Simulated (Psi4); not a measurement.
# SiHOF2 (SMILES O[Si](F)F) at UDSD-PBEP86/6-311+G(d,p) (density fitting for correlation)

What is the vertical doublet–quartet gap of SiHOF2 at UDSD-PBEP86/6-311+G** (density fitting for correlation)? 

The calculation is run with Psi4 1.11.

3 further runs of the same task are left out: 3 set aside as unsound or not needed.

## Step 1: The structure to begin with

SiHOF2 has 5 atoms, charge 0, and is taken as a doublet. As SMILES, `O[Si](F)F`. The shape is that of a PBE0-D4/def2-TZVP optimisation. This is one conformer, not always the lowest.

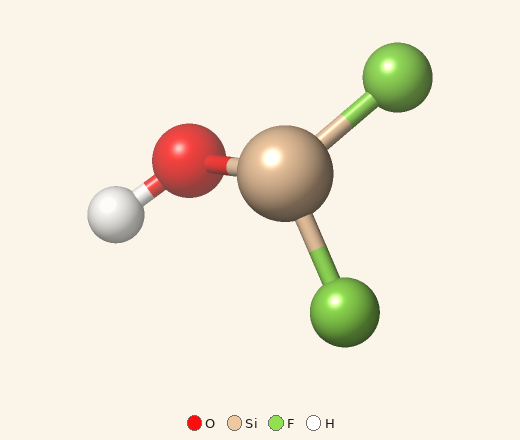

Viewed from a chosen angle; oxygen red, silicon light orange, fluorine green, hydrogen white.

## Step 2: The energy at UDSD-PBEP86/6-311+G(d,p) (density fitting for correlation)

Contents of calc.dat:

```
memory 1.6 GB

molecule {
  0 2
  O      0.27363234     2.05583305    -0.40459036
  Si    -0.16421720    -0.69126182     0.90442292
  F      2.57399595    -1.76500420     1.45981343
  F     -1.50611172    -2.59138143    -1.00344457
  H     -1.17748835     2.99181440    -0.95620142
  units au
  symmetry c1
  no_reorient
  no_com
}

set basis 6-311+G**
set reference uks
set puream true
set e_convergence 1e-09
set d_convergence 1e-08
set scf_type pk
set dft_radial_points 99
set dft_spherical_points 590
set num_frozen_docc 8
set maxiter 200

e, wfn = energy("dsd-pbep86", return_wfn=True)
```

Started as:

```sh
psi4 calc.dat calc.out -n 1
```

calc.out:

```text
[...]
  Running in c1 symmetry.
[...]
  Nuclear repulsion =  177.109287805460980
[...]
  Multiplicity = 2
[...]
  Nalpha       = 21
  Nbeta        = 20
[...]
    Number of basis functions: 102
[...]
   @UKS iter   1:  -563.98265590292749   -6.99560e-01   6.76554e-03 ADIIS/DIIS
[...]
   @UKS iter  13:  -564.14250415892286   -5.79803e-12   6.81983e-09 DIIS
[...]
   @S^2 Observed:                7.522426006E-01
[...]
    Orbital Energies [Eh]
    ---------------------
    Alpha Occupied:
       1A    -67.959984     2A    -25.750109     3A    -25.747593
       4A    -20.103734     5A     -5.943084     6A     -4.137032
       7A     -4.133416     8A     -4.132294     9A     -1.496003
      10A     -1.476679    11A     -1.282747    12A     -0.758762
      13A     -0.691512    14A     -0.665549    15A     -0.639054
      16A     -0.617418    17A     -0.602366    18A     -0.586893
      19A     -0.552335    20A     -0.507204    21A     -0.353742
    Alpha Virtual:
      22A      0.032798    23A      0.055561    24A      0.056881
      25A      0.066068    26A      0.119671    27A      0.139091
[...]
  @UKS Final Energy:  -564.14250415892286
   => Energetics <=
    Nuclear Repulsion Energy =            177.1092878054609798
    One-Electron Energy =               -1136.4650835141333118
    Two-Electron Energy =                 409.6851819774979049
    DFT Exchange-Correlation Energy =     -14.4718904277484270
    Empirical Dispersion Energy =           0.0000000000000000
    VV10 Nonlocal Energy =                  0.0000000000000000
    Total Energy =                       -564.1425041589228613
[...]
 Multipole Moments:
 ------------------------------------------------------------------------------------
     Multipole            Electronic (a.u.)      Nuclear  (a.u.)        Total (a.u.)
 ------------------------------------------------------------------------------------
 L = 1.  Multiply by 2.5417464519 to convert [e a0] to [Debye]
 Dipole X            :         -9.2172569            8.3234876           -0.8937692
 Dipole Y            :         30.1259421          -29.4466573            0.6792848
 Dipole Z            :        -12.3858832           12.5763163            0.1904331
 Magnitude           :                                                    1.1386466
[...]
```

Run time: 25 s. Hardware: 1 thread of Intel Xeon Platinum 8259CL at 2.50GHz (Skylake/Cascade Lake), shared host; peak memory 0.74 GiB.

## Step 3: The quartet, same level

Contents of job.json:

```json
{
 "schema_name": "qcschema_input",
 "schema_version": 1,
 "molecule": {
  "schema_name": "qcschema_molecule",
  "schema_version": 2,
  "symbols": ["O", "Si", "F", "F", "H"],
  "geometry": [0.27363234, 2.05583305, -0.40459036, -0.1642172, -0.69126182, 0.90442292, 2.57399595, -1.7650042, 1.45981343, -1.50611172, -2.59138143, -1.00344457, -1.17748835, 2.9918144, -0.95620142],
  "molecular_charge": 0,
  "molecular_multiplicity": 4,
  "fix_symmetry": "c1"
 },
 "driver": "energy",
 "model": {
  "method": "dsd-pbep86",
  "basis": "6-311+G**"
 },
 "keywords": {
  "reference": "uks",
  "puream": true,
  "e_convergence": 1e-09,
  "d_convergence": 1e-08,
  "scf_type": "pk",
  "dft_radial_points": 99,
  "dft_spherical_points": 590,
  "num_frozen_docc": 8,
  "maxiter": 200
 }
}
```

Started as:

```sh
psi4 --qcschema job.json -n 1 --memory 1600MB
```

stdout:

```text
[...]
  Running in c1 symmetry.
[...]
  Nuclear repulsion =  177.109287805460980
[...]
  Multiplicity = 4
[...]
  Nalpha       = 22
  Nbeta        = 19
[...]
    Number of basis functions: 102
[...]
   @UKS iter   1:  -563.74518019373465   -4.62084e-01   4.75475e-03 ADIIS/DIIS
[...]
   @UKS iter  21:  -563.84719957497680   -4.88853e-12   4.51794e-09 DIIS
[...]
   @S^2 Observed:                3.755786009E+00
[...]
    Orbital Energies [Eh]
    ---------------------
    Alpha Occupied:
       1A    -68.028252     2A    -25.794945     3A    -25.794475
       4A    -20.321274     5A     -6.013161     6A     -4.207139
       7A     -4.203239     8A     -4.201840     9A     -1.545487
      10A     -1.521438    11A     -1.506783    12A     -0.898932
      13A     -0.797895    14A     -0.776266    15A     -0.738825
      16A     -0.703172    17A     -0.676264    18A     -0.662064
      19A     -0.646511    20A     -0.626884    21A     -0.422035
      22A     -0.154378
    Alpha Virtual:
      23A      0.024270    24A      0.032767    25A      0.039355
[...]
  @UKS Final Energy:  -563.84719957497680
   => Energetics <=
    Nuclear Repulsion Energy =            177.1092878054609798
    One-Electron Energy =               -1133.0049056636839850
    Two-Electron Energy =                 406.4816458848530374
    DFT Exchange-Correlation Energy =     -14.4332276016068874
    Empirical Dispersion Energy =           0.0000000000000000
    VV10 Nonlocal Energy =                  0.0000000000000000
    Total Energy =                       -563.8471995749767984
[...]
 Multipole Moments:
 ------------------------------------------------------------------------------------
     Multipole            Electronic (a.u.)      Nuclear  (a.u.)        Total (a.u.)
 ------------------------------------------------------------------------------------
 L = 1.  Multiply by 2.5417464519 to convert [e a0] to [Debye]
 Dipole X            :          1.6117210           -1.0073125            0.6044086
 Dipole Y            :         -3.5785604            3.2666125           -0.3119479
 Dipole Z            :          1.2273663           -0.5366228            0.6907435
 Magnitude           :                                                    0.9694059
[...]
```

The result, in JSON:

```text
{
 "driver": "energy",
 "model": {
  "method": "dsd-pbep86",
  "basis": "6-311+G**"
 },
 "success": true,
 "return_result": -564.1830774447852,
 "properties": {
  "calcinfo_nbasis": 102,
  "calcinfo_nmo": 102,
  "calcinfo_nalpha": 22,
  "calcinfo_nbeta": 19,
  "calcinfo_natom": 5,
  "nuclear_repulsion_energy": 177.10928780546098,
  "return_energy": -564.1830774447852,
  "scf_one_electron_energy": -1133.004905663684,
  "scf_two_electron_energy": 406.48164588485304,
  "scf_xc_energy": -14.433227601606887,
  "scf_dipole_moment": [0.6044085544406144, -0.311947907273427, 0.6907435073954822],
  "scf_total_energy": -563.8471995749768,
  "scf_iterations": 21
 }
}
```

Wall time 38 s (1 thread of Intel Xeon Platinum 8259CL at 2.50GHz (Skylake/Cascade Lake), shared host); peak memory 0.73 GiB.

## Step 4: Summary of results

Level: UDSD-PBEP86/6-311+G** (density fitting for correlation), 8 core orbitals frozen.

| quantity | value |
| --- | --- |
| doublet: total energy | -564.50297 Eh |
| doublet: HOMO energy (SCF part's orbitals) (highest over α and β) | -9.63 eV |
| doublet: LUMO energy (SCF part's orbitals) (lowest over α and β) | -1.02 eV |
| doublet: ⟨S²⟩ | 0.752 |
| quartet: total energy | -564.18308 Eh |
| quartet: HOMO energy (SCF part's orbitals) (highest over α and β) | -4.20 eV |
| quartet: ⟨S²⟩ | 3.756 |
| vertical energy of the quartet above the doublet | 8.705 eV |

**Reading.** At this shape the quartet lies 8.70 eV (840 kJ/mol) above the doublet.
